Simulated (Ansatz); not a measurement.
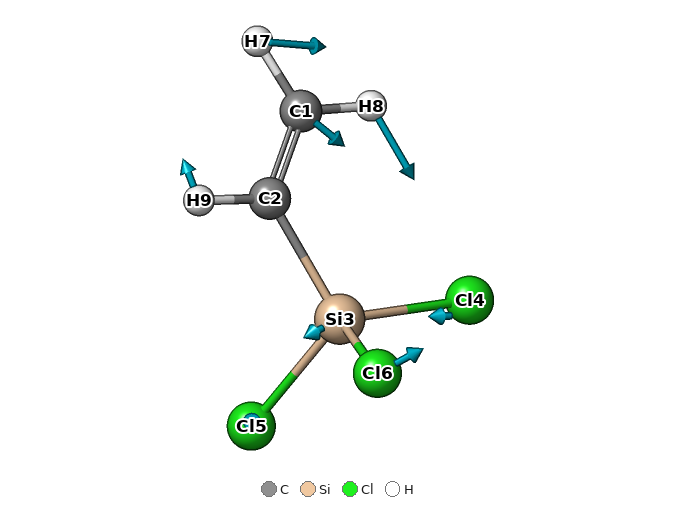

The arrows show one normal mode. Harmonic vibrations computed with RKS PBE0-D4/def2-TZVP (Ansatz 0.2.0) at a stationary point of the same level.

Q: What kind of motion is it?

A: Mostly Cl–Si–Cl bending.

Q: Estimate its harmonic wavenumber.

A: 182 cm⁻¹; it is mode 4 of 21 counted from the lowest.
